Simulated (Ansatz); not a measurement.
# SiH2O2 (SMILES O[Si]O): levels of theory compared

Wanted: a comparison of 6 runs (UHF/STO-3G, UPBE/STO-3G, UPBE0/STO-3G, wB97M-V/STO-3G, UMP2/STO-3G, CCSDT(Q)/STO-3G) of SiH2O2. 

Program for the calculation: Ansatz 0.2.0.

47 further runs of the same task are left out: 1 that didn't finish, 46 set aside as unsound or not needed.

**1. The structure to begin with**

The species is SiH2O2 (5 atoms), meant as a singlet with charge 0. As SMILES, `O[Si]O`. The O3–Si2 distance was set to 2.494 Å, away from the relaxed value. At this shape a bond of the SMILES string is far longer than usual.

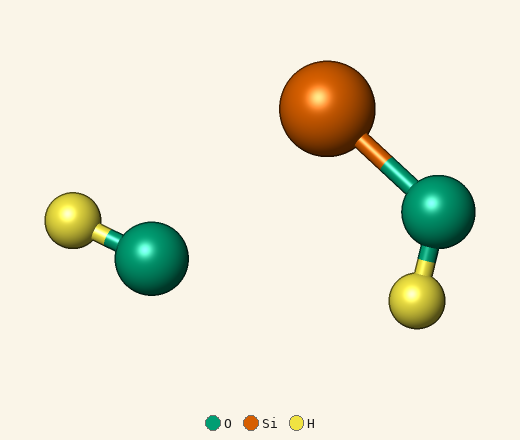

Viewed from a chosen angle; oxygen teal, silicon orange, hydrogen yellow.

**2. A single-point energy at UHF/STO-3G (run 1)**

The input, run.yaml:

```yaml
basis:
  gaussian: {orbitals: STO-3G}
crystal:
  periodic: [false, false, false]
  atoms:
    - {symbol: O, position_ang: [-2.067209, -0.595007, -0.025446]}
    - {symbol: Si, position_ang: [-0.836009, -1.280707, 0.817254]}
    - {symbol: O, position_ang: [1.036000, 0.187500, 0.068600]}
    - {symbol: H, position_ang: [-1.855909, 0.159493, -0.586546]}
    - {symbol: H, position_ang: [1.901100, -0.013100, 0.433400]}
magnetization: {spin_polarized: true, initial_magnetization: 0}
hamiltonian: {xc: hf}
accuracy: high
```

Command:

```sh
ansatz run run.yaml --threads 1 --pin off --max-ram 2610MiB --events-out events.jsonl --progress --plain --runs-dir runs
```

Standard output:

```text
Warning: RAYON_NUM_THREADS=1 ignored (pool sized by the plan → 1); use --threads N
Functional definition: HF
  name "HF"
  exchange = exact_x
  correlation = 0
368 factors; integrals over basis functions are off by at most 3.9e-8 eV
mean field evaluation 1: about -11811.1453 eV, gradient 2.3e1 eV
mean field evaluation 2: about -11811.2142 eV, gradient 2.3e1 eV
mean field evaluation 4: about -11816.7397 eV, gradient 5.2e0 eV
mean field evaluation 8: about -11817.1535 eV, gradient 8.8e-2 eV
mean field evaluation 16: about -11817.1443 eV, gradient 8.5e-9 eV
mean field evaluation 32: about -11816.2776 eV, gradient 1.8e0 eV
mean field evaluation 64: about -11818.2913 eV, gradient 1.2e0 eV
mean field evaluation 96: about -11818.5225 eV, gradient 8.4e-1 eV
mean field evaluation 128: about -11817.8415 eV, gradient 5.4e-1 eV
mean field evaluation 160: about -11818.0115 eV, gradient 7.7e-1 eV
mean field -11818.55566178 eV, -434.3239096656 hartree, gradient 2.4e-8 eV, S^2 0.813834; 5 other end points of the search recorded, 0 dependent functions left out
reference -11818.55566178 eV, -434.3239096656 hartree; 16, 16 occupied and 5, 5 virtual orbitals, 368 factors
Total energy: -11818.55566178 eV, -434.3239096656 hartree
```

It took 0.45 s on 1 thread of Arm Neoverse V2, shared host.

**3. The energy at UPBE/STO-3G (run 2)**

Changes to run.yaml since step 2:

```diff
@@ -1,3 +1 @@
-basis:
-  gaussian: {orbitals: STO-3G}
 crystal:
@@ -10,4 +8,6 @@
     - {symbol: H, position_ang: [1.901100, -0.013100, 0.433400]}
+basis:
+  gaussian: {orbitals: STO-3G}
+accuracy: high
 magnetization: {spin_polarized: true, initial_magnetization: 0}
-hamiltonian: {xc: hf}
-accuracy: high
+hamiltonian: {xc: pbe}
```

Command:

```sh
ansatz run run.yaml --threads 1 --pin off --max-ram 2610MiB --events-out events.jsonl --progress --plain --runs-dir runs
```

Standard output:

```text
Warning: RAYON_NUM_THREADS=1 ignored (pool sized by the plan → 1); use --threads N
Functional definition: PBE
  name "PBE"
  parameter kappa = 0.804
  parameter beta = 0.06672455060314922
  exchange = pbe_x(kappa = kappa, mu = beta*pi^2/3)
  correlation = pbe_c(beta = beta)
368 factors; integrals over basis functions are off by at most 3.9e-8 eV
mean field evaluation 1: about -11836.4226 eV, gradient 2.4e1 eV
mean field evaluation 2: about -11703.7434 eV, gradient 9.0e1 eV
mean field evaluation 4: about -11842.1327 eV, gradient 1.4e1 eV
mean field evaluation 8: about -11842.0931 eV, gradient 1.4e1 eV
mean field evaluation 16: about -11843.2988 eV, gradient 8.3e-9 eV
mean field evaluation 32: about -11842.4560 eV, gradient 9.1e0 eV
mean field -11843.29878531 eV, -435.2332026837 hartree, gradient 2.8e-8 eV, S^2 0.000000; 4 other end points of the search recorded, 0 dependent functions left out
reference -11843.29878728 eV, -435.2332027563 hartree; 16, 16 occupied and 5, 5 virtual orbitals, 368 factors
Total energy: -11843.29878728 eV, -435.2332027563 hartree
```

It took 2.4 s on 1 thread of Arm Neoverse V2, shared host; peak memory 0.13 GiB.

Runs 3 to 5 aren't shown in full; the table further down has their settings and results.

**4. A single-point energy at CCSDT(Q)/STO-3G (run 6)**

The input, job.yaml:

```yaml
crystal:
  periodic: [false, false, false]
  atoms:
    - {symbol: O, position_ang: [-2.067209, -0.595007, -0.025446]}
    - {symbol: Si, position_ang: [-0.836009, -1.280707, 0.817254]}
    - {symbol: O, position_ang: [1.036000, 0.187500, 0.068600]}
    - {symbol: H, position_ang: [-1.855909, 0.159493, -0.586546]}
    - {symbol: H, position_ang: [1.901100, -0.013100, 0.433400]}
basis:
  gaussian: {orbitals: STO-3G}
correlation: {method: ccsdt_q, frozen_orbitals: {H: 0, O: 1, Si: 5}}
accuracy: high
scf: {omitted_lower_state_checks: [cluster_reference, increment]}
```

Command:

```sh
ansatz run job.yaml --threads 1 --pin off --max-ram 2610MiB --events-out events.jsonl --progress --plain --runs-dir runs
```

Standard output:

```text
Warning: RAYON_NUM_THREADS=1 ignored (pool sized by the plan → 1); use --threads N
[... 12 lines left out ...]
7 core orbitals not correlated: weight in the atoms' cores, before any rotation towards them, 1.000 or more for the frozen orbitals, at most 0.000 for the correlated occupied ones
[... 45 lines left out ...]
WARN: these amplitudes may be one of several solutions (largest doubles amplitude 0.37, level shift 2.14 eV)
Total energy: -11822.39186408 eV, -434.4648874999 hartree
Checks for a lower state left out: cluster_reference, increment
```

It took 0.56 s on 1 thread of Arm Neoverse V2, shared host.

**5. Overview of the runs**

| run | level | frozen core orbitals | energy (Eh) | wall time |
| --- | --- | --- | --- | --- |
| 1 | UHF/STO-3G | – | -434.323910 | 0.45 s |
| 2 | UPBE/STO-3G | – | -435.233203 | 2.4 s |
| 3 | UPBE0/STO-3G | – | -435.274330 | 3.6 s |
| 4 | wB97M-V/STO-3G | – | -435.550949 | 17 s |
| 5 | UMP2/STO-3G | 7 | -434.406749 | 0.77 s |
| 6 | CCSDT(Q)/STO-3G | 7 | -434.464887 | 0.56 s |

**6. What came out**

| quantity | value |
| --- | --- |
| run 6: total energy | -434.46489 Eh |
| run 6: correlation energy (7 core orbitals frozen) | -192.8 mEh |
| run 6: T1 diagnostic | 0.044 |

In words: Below the UHF energy at the same shape and in the same basis (STO-3G): UMP2 -82.8 mEh; CCSDT(Q) -141.0 mEh. Some of these start from another determinant than that one, so these aren't their correlation energies. Totals of different functionals can't be ranked against each other. In run 6 the log says that unrestricted orbitals would lower the reference, so the values rest on an unstable closed-shell determinant (other closed-shell runs at this shape may share the fault). In runs 1, 2, 3, 4, 5, 6 the basis is minimal, so the values are rough. Spin contamination of the reference: run 1 ⟨S²⟩ = 0.81, run 5 ⟨S²⟩ = 0.81, run 3 ⟨S²⟩ = 0.17. Where it is this large, the reference is a mixture of spin states, and values that rest on it are in doubt. All runs together took 25 s, the longest 17 s.
